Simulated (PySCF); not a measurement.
# Frequency calculation of TaCl₂

The run: frequency calculation of TaCl₂, multiplicity 4. Method and program: UKS-based PBE0, Ta def2-TZVP with ECP60, Cl def2-TZVP; non-relativistic Hamiltonian with a scalar-relativistic core potential; density fitting (PySCF 2.14.0).

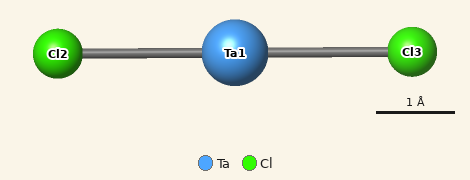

Fig. 1: The structure as given in the input (ball-and-stick view, seen at a tilt; atoms are numbered from 1 in the order of the input). Sticks mark near contacts.

Key numbers

| quantity | value |
| --- | --- |
| outcome | converged |
| total energy | −977.183246 hartree |
| ⟨S²⟩ | 3.763 |
| zero-point energy | 0.001871 hartree |
| dipole moment | 0.00 D |
| wavenumbers, lowest and highest | 25 and 393 cm⁻¹ |
| hardware | 4 threads of Arm Neoverse V1, 24 GiB of memory available, shared host |
| wall time | 20 s (CPU time 68 s) |
| peak memory | 1 GiB |

Notes

Checks after the run noted: a mode under 25 cm-1 is near the numerical noise.

Input
```python
from pyscf import gto, scf, dft
mol = gto.M(atom='''
Ta     0.000000     0.000000     0.000000
Cl    -0.000000     0.000000     2.293221
Cl     0.000000     0.000000    -2.293221''',
    basis={'Ta': 'def2-TZVP', 'Cl': 'def2-TZVP'},
    ecp={'Ta': 'def2-TZVP'},
    charge=0, spin=3)
mf = dft.UKS(mol, xc='PBE0')
mf.grids.atom_grid = (75, 302)
aux = {'Ta': 'def2-universal-JKFIT', 'Cl': 'def2-universal-JKFIT'}
mf = mf.density_fit(auxbasis=aux)
mf.conv_tol = 1e-09
mf.diis_space = 10
mf.max_cycle = 60
mf.verbose = 4
mf.kernel()
```

The script is an equivalent of the set-up of the self-consistent field. The run itself was carried out by a driver, which started from the orbitals of the step before it where there was one and computed the further properties.

Launch command:
```bash
OMP_NUM_THREADS=4 python axn.py task.json out
```

The program's output
```
init E= -977.183246353565
  alpha nocc = 25  HOMO = -0.224568290878758  LUMO = -0.0397524357239755
  beta  nocc = 22  HOMO = -0.358237724849203  LUMO = -0.0992918300138671
  HOMO = -0.224568290879  LUMO = -0.0992918300139  gap/eV = 3.40895
cycle= 1 E= -977.183246353565  delta_E= 2.27e-13  |g|= 8.67e-07  |ddm|= 1.39e-06
  alpha nocc = 25  HOMO = -0.224567791806834  LUMO = -0.0397519606567658
  beta  nocc = 22  HOMO = -0.358237701733659  LUMO = -0.0992914962066542
  HOMO = -0.224567791807  LUMO = -0.0992914962067  gap/eV = 3.40894
Extra cycle  E= -977.183246353564  delta_E= 1.14e-12  |g|= 1.44e-06  |ddm|= 2.23e-06
converged SCF energy = -977.183246353564  <S^2> = 3.7629403  2S+1 = 4.0064649
```

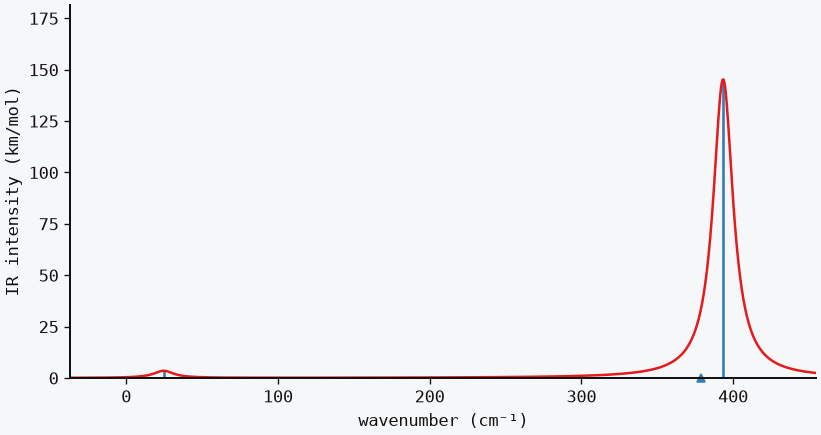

Fig. 2: Harmonic infrared spectrum, unscaled: sticks (degenerate modes added up, dark ones marked on the axis) with a Lorentzian envelope of 16 cm⁻¹ full width, scaled to the tallest stick. 4 modes from 25 to 393 cm⁻¹, none imaginary. The strongest line is at 393 cm⁻¹ (145 km/mol). All modes, in cm⁻¹ (km/mol): 25 (1.7), 25 (1.7), 379 (0.0), 393 (145).

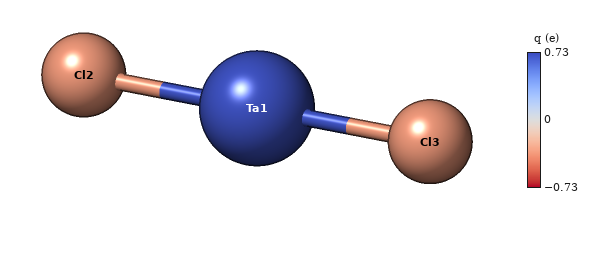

Fig. 3: Mulliken charges, as the colour of each atom (ball-and-stick view, seen at an oblique angle; atoms are numbered from 1 in the order of the input). By element: Ta +0.70 and Cl −0.35 e.
